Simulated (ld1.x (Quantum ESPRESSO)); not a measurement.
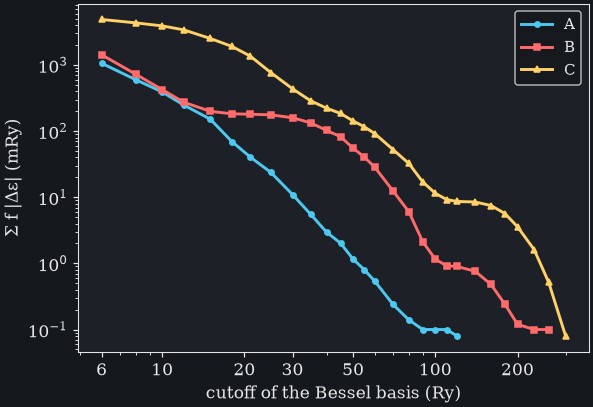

The occupation-weighted error of the valence levels in a spherical-Bessel basis for 3 variants of one potential.

Base settings:

```
Element                 : F (Z = 9)
Generator               : ld1.x (Quantum ESPRESSO) 7.5
Type                    : PAW
Functional              : PBE
Relativity              : scalar-relativistic
Frozen core             : [He]
Valence charge          : 7
Reference configuration : 2s2 2p5
Partial waves           : 2s (bound): rcut 0.50, rcutus 0.65 bohr; 2s channel at -0.15 Ry: rcut 0.50, rcutus 0.65 bohr; 2p (bound): rcut 1.65, rcutus 2.00 bohr; 2p channel at 0.15 Ry: rcut 1.65, rcutus 2.00 bohr; 3d channel at 0.05 Ry: rcut 1.55, rcutus 2.05 bohr; 3d channel at 0.75 Ry: rcut 1.55, rcutus 2.05 bohr
Local potential         : all-electron potential smoothed inside 1.35 bohr (lloc = -1)
Core correction         : Bessel-smoothed model core inside 0.35 bohr
Augmentation charge     : PSQ, inside the norm-conserving radii
```

### Match the curves to these variants:
1. base
2. all radii scaled by 1.42 (s 0.92, p 2.84, d 2.90 bohr)
3. type TM; waves now 2s (bound): rc 0.65 bohr; 2p (bound): rc 2.00 bohr; 3d channel at 0.05 Ry: rc 2.05 bohr; local potential the d channel

A = 2, B = 1, C = 3.

### What did the other tests of these runs give?

A: loose cutoff 35 Ry; bound ghosts none; 7 of 7 tests not solved. B: loose cutoff 80 Ry; bound ghosts none; 2 of 7 tests not solved. C: loose cutoff 110 Ry; bound ghosts none; largest test error +8525 meV. The loose cutoff is the first of the cutoffs, on a coarse ladder, from which the occupation-weighted sum of valence levels, in a spherical-Bessel basis at the reference potential, stays within 10 and 1 mRy of its value at 400 Ry.
